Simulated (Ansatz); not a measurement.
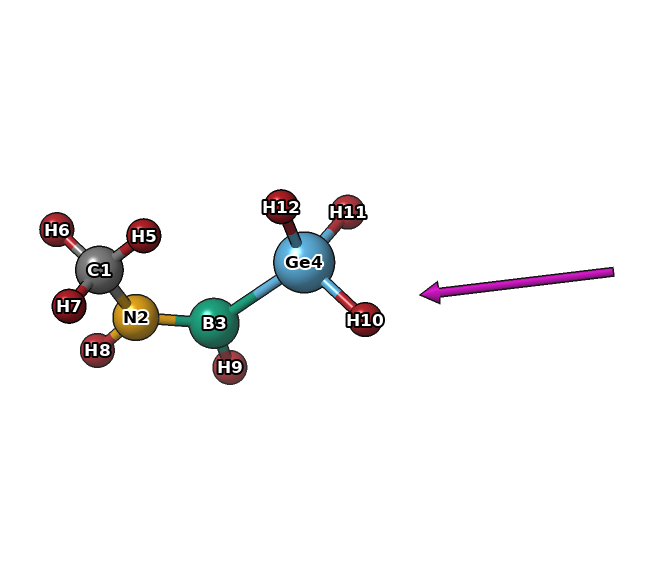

The arrow beside the molecule shows the direction of the dipole moment, from the negative to the positive end (its length means nothing). Computed geometry: PBE0-D4/def2-TZVP optimisation. No frequency run is at hand to confirm it as a minimum. Method: RKS PBE0-D4/def2-TZVP (Ansatz 0.2.0).

> Estimate the dipole moment.

2.91 D; it points from the side of H10, H11 to the side of H6, H7 (the outermost atoms at the two ends).
